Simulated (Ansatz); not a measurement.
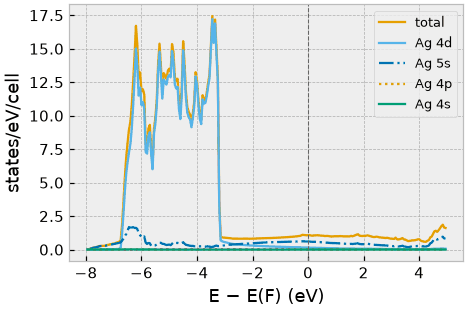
Figure: Total and projected density of states of Ag (dhcp (α-La type), space group No. 194), plane-wave PAW r²SCAN (Ansatz code)

### Question
Which orbitals carry the states next to the Fermi level?

### Answer
Within 0.5 eV of the Fermi level: Ag 5s 56 %, Ag 4d 14 %, outside the projected shells 29 %. Projections are on Löwdin-orthogonalised atomic valence shells; empty p or d shells of many metals are not among them.

### Question
Where is the tallest occupied peak in this window, and what makes it?

### Answer
Near -3.4 eV, about 17 states/eV per cell; the largest projected share is Ag 4d.

Space group P6_3/mmc (dhcp (α-La type)). The workflow started from a Materials Project entry (that database holds measured and hypothetical structures alike); the Crystallography Open Database files this formula in space group No. 194, but the cells were not matched. It is not the phase usual at ambient conditions (space group No. 225). The cell was relaxed with r²SCAN under the symmetry of its start; its stability against distortions is not shown here. The run is not spin-polarised. Spin–orbit coupling is left out wherever it is not named.

Potentials: the later of the program's two PAW sets.
